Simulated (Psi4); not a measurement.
# SiN2H5 (SMILES N[SiH]N): UTPSSh/def2-SVPD

Aim: the vertical ionisation energy of SiN2H5 at UTPSSh/def2-SVPD, from 2 runs. 

The calculation is run with Psi4 1.11.

## Step 1: The system as given

SiN2H5: 8 atoms, total charge 0, spin state doublet. SMILES: `N[SiH]N`. The shape is that of a PBE0-D4/def2-TZVP optimisation. This is one conformer, not always the lowest.

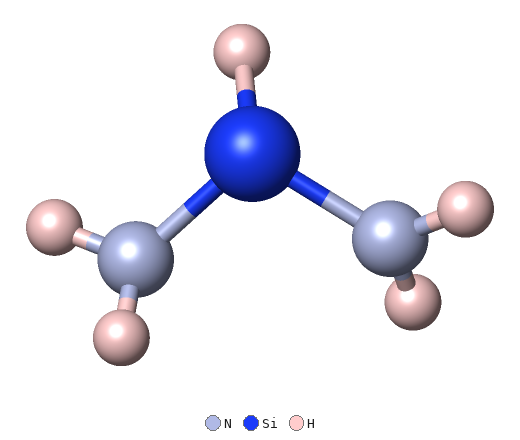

Viewed from a chosen angle; nitrogen light blue, silicon blue, hydrogen pink.

## Step 2: Energy and gradient at UTPSSh/def2-SVPD

Input file job.dat:

```
memory 2200 MB

molecule {
  0 2
  N     -1.027000     0.622100    -0.768300
  Si     0.527700     0.579900    -0.050700
  N      0.789500    -1.052600     0.425100
  H     -1.817900     0.144500    -0.364600
  H     -1.296600     1.349400    -1.406800
  H      0.716400     1.354100     1.225100
  H      0.730800    -1.794000    -0.255200
  H      1.468900    -1.260500     1.139500
  symmetry c1
  no_reorient
  no_com
}

set basis def2-SVPD
set reference uks
set puream true
set e_convergence 1e-09
set d_convergence 1e-08
set scf_type pk
set dft_radial_points 99
set dft_spherical_points 590
set maxiter 100

gradient('tpssh')
```

Launch:

```
$ psi4 -i job.dat -o job.out -n 1
```

job.out:

```text
[...]
  Running in c1 symmetry.
[...]
  Nuclear repulsion =  111.028710907775093
[...]
  Multiplicity = 2
[...]
  Nalpha       = 17
  Nbeta        = 16
[...]
    Number of basis functions: 104
[...]
   @UKS iter   1:  -401.40502565813051   -2.83308e-02   9.83939e-03 DIIS/ADIIS
[...]
   @UKS iter  13:  -401.86531049879932   -4.32010e-12   8.34052e-09 DIIS
[...]
   @S^2 Observed:                7.524678005E-01
[...]
    Orbital Energies [Eh]
    ---------------------
    Alpha Occupied:
       1A    -65.991343     2A    -14.248686     3A    -14.241031
       4A     -5.223780     5A     -3.577545     6A     -3.575361
       7A     -3.573963     8A     -0.831622     9A     -0.808217
      10A     -0.511217    11A     -0.480667    12A     -0.472712
      13A     -0.396259    14A     -0.354190    15A     -0.287192
      16A     -0.248726    17A     -0.165923
    Alpha Virtual:
      18A      0.012657    19A      0.019132    20A      0.057870
      21A      0.075605    22A      0.084489    23A      0.092251
      24A      0.097106    25A      0.117829    26A      0.132343
[...]
  @UKS Final Energy:  -401.86531049879932
   => Energetics <=
    Nuclear Repulsion Energy =            111.0287109077750927
    One-Electron Energy =                -773.4478955016418240
    Two-Electron Energy =                 293.6719238697434093
    DFT Exchange-Correlation Energy =     -33.1180497746760238
    Empirical Dispersion Energy =           0.0000000000000000
    VV10 Nonlocal Energy =                  0.0000000000000000
    Total Energy =                       -401.8653104987993174
[...]
 Multipole Moments:
 ------------------------------------------------------------------------------------
     Multipole            Electronic (a.u.)      Nuclear  (a.u.)        Total (a.u.)
 ------------------------------------------------------------------------------------
 L = 1.  Multiply by 2.5417464519 to convert [e a0] to [Debye]
 Dipole X            :        -10.6586638           10.4443273           -0.2143365
 Dipole Y            :         -9.6266463            9.2570124           -0.3696339
 Dipole Z            :          5.1990171           -5.2424782           -0.0434612
 Magnitude           :                                                    0.4294860
[...]
  -Total Gradient:
     Atom            X                  Y                   Z
    ------   -----------------  -----------------  -----------------
       1        0.004329271766     0.000767243619     0.003033141424
       2       -0.010853725787    -0.012363245564    -0.000983567209
       3        0.001409515502     0.004849596799    -0.003009078771
       4        0.006082269584     0.003450609115    -0.001851034330
       5        0.002685328379    -0.004648488933     0.004527542885
       6        0.000064110565    -0.000111851127    -0.000766898563
       7        0.000635642942     0.005666425855     0.003693953673
       8       -0.004339478693     0.002389144907    -0.004654248323
[...]
```

Run time: 1.9 min. Hardware: 1 thread of Intel Xeon Platinum 8488C (Sapphire Rapids), shared host; peak memory 1.1 GiB.

## Step 3: The singlet cation: a single-point energy at TPSSh/def2-SVPD

Input file run.py:

```python
import numpy as np
from ase.calculators.psi4 import Psi4
from ase import Atoms

mol = Atoms(['N', 'Si', 'N', 'H', 'H', 'H', 'H', 'H'], positions=[
    [-1.027000, 0.622100, -0.768300],
    [0.527700, 0.579900, -0.050700],
    [0.789500, -1.052600, 0.425100],
    [-1.817900, 0.144500, -0.364600],
    [-1.296600, 1.349400, -1.406800],
    [0.716400, 1.354100, 1.225100],
    [0.730800, -1.794000, -0.255200],
    [1.468900, -1.260500, 1.139500],
])
calc = Psi4(atoms=mol, method='tpssh', basis='def2-SVPD', memory='2200MB', num_threads=1, charge=1, multiplicity=1, label='h5n2si', reference='rks')
calc.psi4.set_options({'puream': True, 'e_convergence': 1e-09, 'd_convergence': 1e-08, 'scf_type': 'pk', 'dft_radial_points': 99, 'dft_spherical_points': 590})
mol.calc = calc

print(f'energy: {mol.get_potential_energy():.6f} eV')
```

Launch:

```
$ python run.py
```

h5n2si.dat:

```text
[...]
  Running in c1 symmetry.
[...]
  Nuclear repulsion =  111.028710907775093
[...]
  Multiplicity = 1
[...]
  Nalpha       = 16
  Nbeta        = 16
[...]
    Number of basis functions: 104
[...]
   @RKS iter   1:  -401.16767768534163    2.09017e-01   9.41556e-03 ADIIS/DIIS
[...]
   @RKS iter  13:  -401.59895967280187   -1.98952e-12   1.78098e-09 DIIS
[...]
    Orbital Energies [Eh]
    ---------------------
    Doubly Occupied:
       1A    -66.279644     2A    -14.499737     3A    -14.471999
       4A     -5.508962     5A     -3.864902     6A     -3.858973
       7A     -3.857488     8A     -1.065160     9A     -1.033220
      10A     -0.748226    11A     -0.709316    12A     -0.691659
      13A     -0.628979    14A     -0.594639    15A     -0.515949
      16A     -0.469856
[...]
  @RKS Final Energy:  -401.59895967280187
   => Energetics <=
    Nuclear Repulsion Energy =            111.0287109077750927
    One-Electron Energy =                -765.2340318061420703
    Two-Electron Energy =                 285.4366867564654058
    DFT Exchange-Correlation Energy =     -32.8303255309003390
    Empirical Dispersion Energy =           0.0000000000000000
    VV10 Nonlocal Energy =                  0.0000000000000000
    Total Energy =                       -401.5989596728018682
[...]
 Multipole Moments:
 ------------------------------------------------------------------------------------
     Multipole            Electronic (a.u.)      Nuclear  (a.u.)        Total (a.u.)
 ------------------------------------------------------------------------------------
 L = 1.  Multiply by 2.5417464519 to convert [e a0] to [Debye]
 Dipole X            :          1.4440360           -1.0399584            0.4040776
 Dipole Y            :          1.0790992           -0.9494806            0.1296186
 Dipole Z            :         -0.8618578            0.7702429           -0.0916148
 Magnitude           :                                                    0.4341347
[...]
```

The script printed:

```text
energy: -10928.064319 eV
```

Run time: 69 s. Hardware: 1 thread of Intel Xeon Platinum 8488C (Sapphire Rapids), shared host; peak memory 1.1 GiB.

## Step 4: Outcome

Level: UTPSSh/def2-SVPD.

```
                                          quantity          value
                      doublet SiN2H5: total energy  -401.86531 Eh
                     doublet SiN2H5: dipole moment         1.09 D
doublet SiN2H5: HOMO energy (highest over α and β)       -4.51 eV
 doublet SiN2H5: LUMO energy (lowest over α and β)       -1.92 eV
                              doublet SiN2H5: ⟨S²⟩          0.752
          doublet SiN2H5: largest force on an atom     0.847 eV/Å
                      singlet cation: total energy  -401.59896 Eh
                       singlet cation: HOMO energy      -12.79 eV
                       singlet cation: LUMO energy       -9.78 eV
                     singlet cation: HOMO–LUMO gap        3.01 eV
vertical ionisation energy (to the singlet cation)       7.248 eV
```

In words: The vertical ionisation energy comes to 7.25 eV (167 kcal/mol). The largest force (doublet SiN2H5) is 0.85 eV/Å: the shape isn't a stationary point for this species at this level. Only the singlet of the ionised species was computed; a triplet could lie lower.
